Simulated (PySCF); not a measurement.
## A study: H5NO3Si, SMILES `N[Si](O)(O)O`

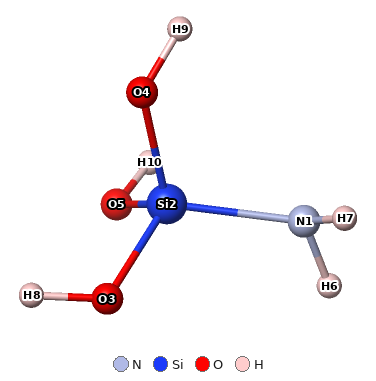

The molecule, with its atoms numbered as below. No frequency check shows the geometry to be a minimum.

Geometry (Å), atoms numbered from 1:

```
N1       1.6534   -0.0010   -0.4247
Si2     -0.0229   -0.0000   -0.0091
O3      -0.9999   -0.0009   -1.2995
O4      -0.3581   -1.3558    0.8364
O5      -0.3567    1.3576    0.8341
H6       1.9911    0.8158   -0.9076
H7       1.9903   -0.8193   -0.9062
H8      -1.9422    0.0013   -1.1557
H9       0.2119   -1.6164    1.5526
H10      0.2135    1.6189    1.5499
```

Part 1: Bonding charge

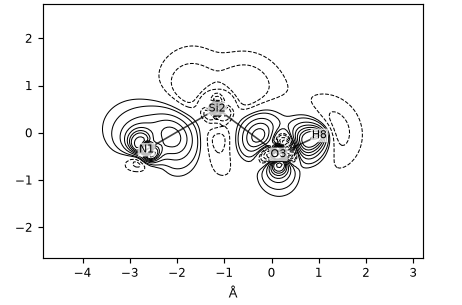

Deformation density (molecule less spherical, spin-averaged free atoms) in the plane of N1, Si2, O3 and H8; contours at ±0.05 to ±0.8 e/Å³; solid lines: gain, dashed lines: loss.

Computed with PySCF, PBE0/def2-TZVP, geometry: GFN2-xTB.

Question: How much density has each bond in this plane gained at its critical point, relative to the free atoms?

Answer: O3–H8: +0.81 e/Å³ at the bond critical point (bond length 0.95 Å, Mayer order 0.9). N1–Si2: +0.17 e/Å³ at the bond critical point (bond length 1.73 Å, Mayer order 1.2). Si2–O3: +0.14 e/Å³ at the bond critical point (bond length 1.62 Å, Mayer order 1.2). In all, 2.4 electrons gather in the regions of gain relative to the promolecule. A small or negative value marks a very polar bond, one between electron-rich atoms, whose free-atom densities already overlap strongly, a long bond to a heavier atom, or a closed-shell contact such as a hydrogen bond.

Part 2: Bond critical points

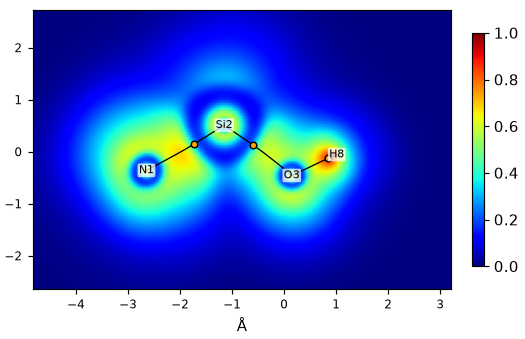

Localised orbital locator (LOL) in the plane of N1, Si2, O3 and H8, with bond paths and bond critical points (dots).

Question: What values does LOL take at the bond critical points in this plane?

Answer: O3–H8: about 0.88; N1–Si2: about 0.34; Si2–O3: about 0.30. Values above 0.5 mark slow, localised electrons, as in shared pairs; low values at a critical point mark a polar or closed-shell contact whose critical point lies between the shells.

Question: Where along O3–H8 does the critical point lie?

Answer: 0.77 Å from O3 and 0.18 Å from H8.

Part 3: Electrostatic potential

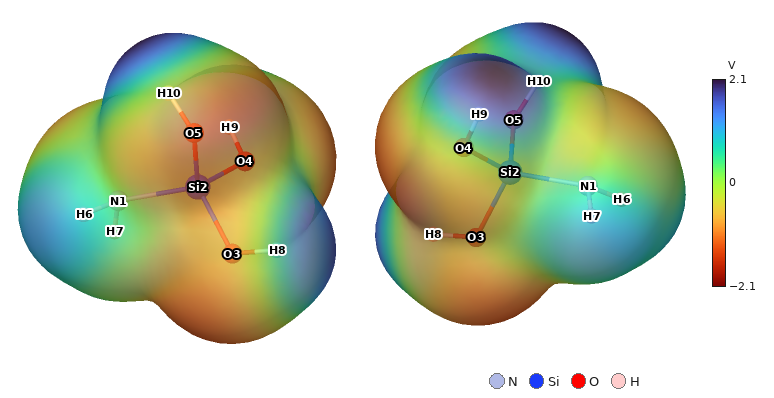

Electrostatic potential on the surface of electron density 0.001 a.u. (back view left, front view right).

Question: Where are the extremes of the potential on the surface?

Answer: Highest: 2.06 V, 1.2 Å from H10, and at like points elsewhere. Further maxima include 1.28 V, 1.3 Å from H7, and at like points elsewhere. Lowest: −1.28 V, 1.8 Å from O3. Further minima include −0.89 V, 2.0 Å from N1. The surface is sampled at points, so like sites can differ by a few per cent and only the strongest of them is named.

Part 4: Removing or adding an electron

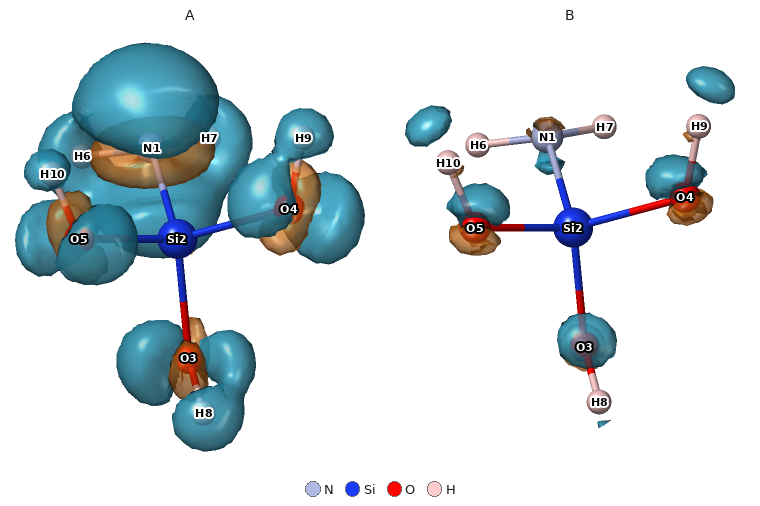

The two Fukui functions at ±0.03 e/Å³ (light blue positive, orange negative).

PySCF calculation, B3LYP/def2-SVP, gas phase; geometry: GFN2-xTB.

Question: Which panel is f⁻ (electron removed) and which f⁺ (electron added)?

Answer: A is f⁻, B is f⁺. f⁻ (Hirshfeld-condensed) is largest on N1 (0.29); the vertical ionisation energy is 10.15 eV. f⁺ (Hirshfeld-condensed) is largest on Si2 (0.15), H9 and H10 (0.15 each) and H8 (0.11); the vertical electron affinity is −2.61 eV (the stability of the anion's solution wasn't checked; negative, but this basis has no diffuse functions, so it doesn't show that the anion is unbound).

Question: What chemical potential and hardness follow from the two energies?

Answer: μ = −(I + A)/2 = −3.77 eV and η = I − A = 12.76 eV.

Part 5: Stretching a bond

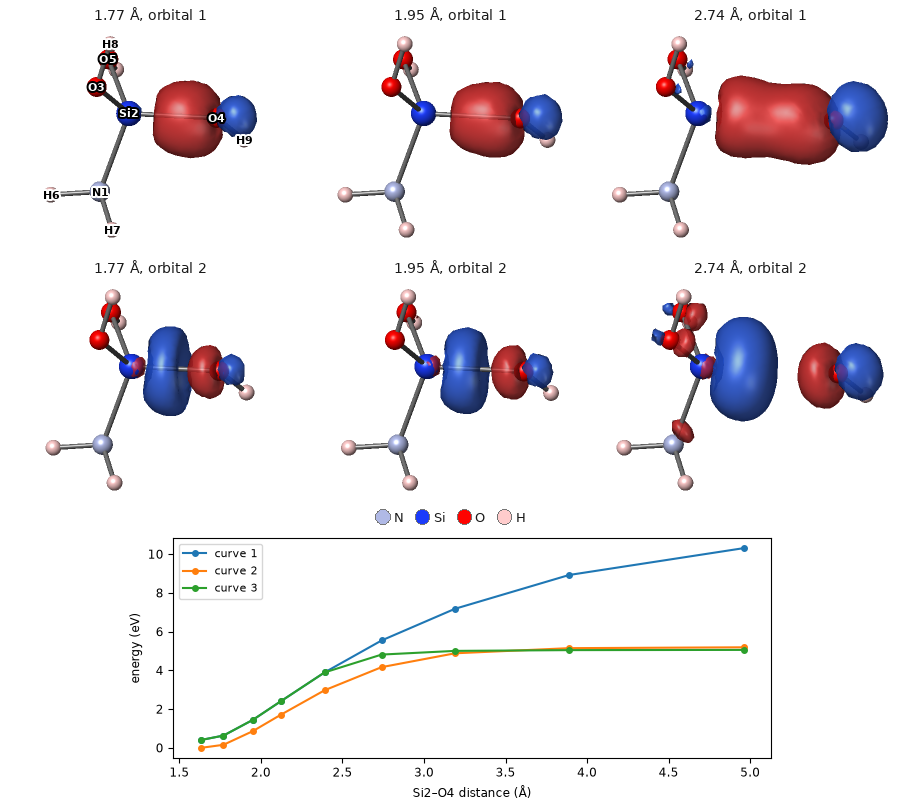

Rigid stretch of the Si2–O4 bond. The two CASSCF(2,2) natural orbitals nearest half filling (orbital 1 the more occupied). Below: energies along the scan, from the lowest point of the three curves.

Computed with PySCF, def2-SVP basis, geometry: GFN2-xTB.

Question: How do the occupations change along the stretch?

Answer: 1.77 Å: 1.98 and 0.02; 1.95 Å: 1.97 and 0.03; 2.74 Å: 1.78 and 0.22. At the longest distance computed (4.96 Å) they are 1.03 and 0.97, and the effective number of unpaired electrons is 2.0.

Question: Which curve is which method?

Answer: Curve 1 is RHF. Curve 2 is CASSCF(2,2). Curve 3 is UHF. RHF rises too steeply because it keeps both electrons in one orbital and so mixes in ionic fragments.

Question: Where does the UHF solution part from RHF?

Answer: Between 2.39 Å (⟨S²⟩ = 0, the two coincide) and 2.74 Å (⟨S²⟩ = 0.76); at 4.96 Å ⟨S²⟩ is 1.01 and UHF lies 5.3 eV below RHF.
